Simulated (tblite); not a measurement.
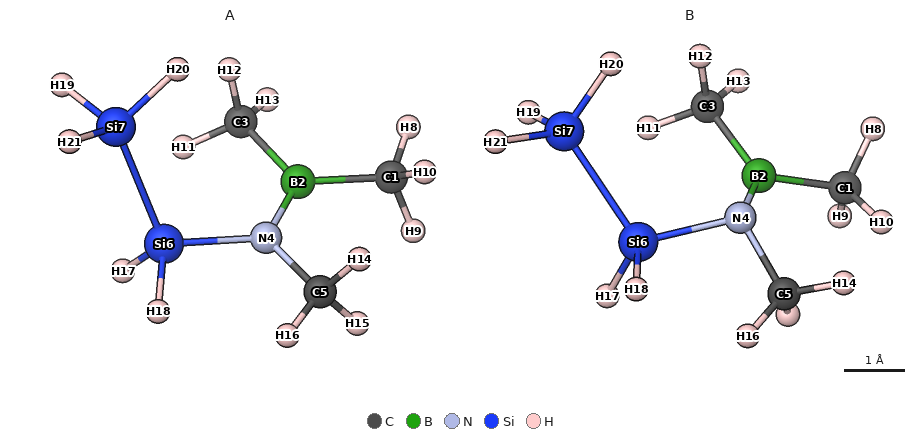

Two geometries of C3H14BNSi2, drawn at one scale. One is the start of a relaxation, the other its converged end. A ball-and-stick model, seen from a free direction.

All numbers below come from GFN2-xTB geometry optimisation, gas phase (tblite 0.8.0). 

> Which of the two is the end point?

Structure A is the relaxed one. Over 180 geometry steps the energy falls by 98.3 kJ/mol. The atom that moves furthest after the best rigid fit is H10 (0.93 Å). By element the largest moves are H 0.93 Å, N 0.70 Å, Si 0.49 Å, C 0.42 Å, B 0.21 Å. Some distances before and after: B2–N4 1.503 → 1.409 Å, Si6–Si7 2.242 → 2.309 Å, C3–H13 1.142 → 1.088 Å, C5–H14 1.124 → 1.093 Å. Bond angles that change, for instance: C5–N4–Si6 106.1° → 118.1°, B2–N4–C5 109.1° → 118.7°, B2–N4–Si6 114.8° → 123.1°. Groups turn about C1–B2 by about 45°, B2–C3 by about 25°. Cost: 2.5 s on 1 thread of Arm Neoverse N1 (shared host).
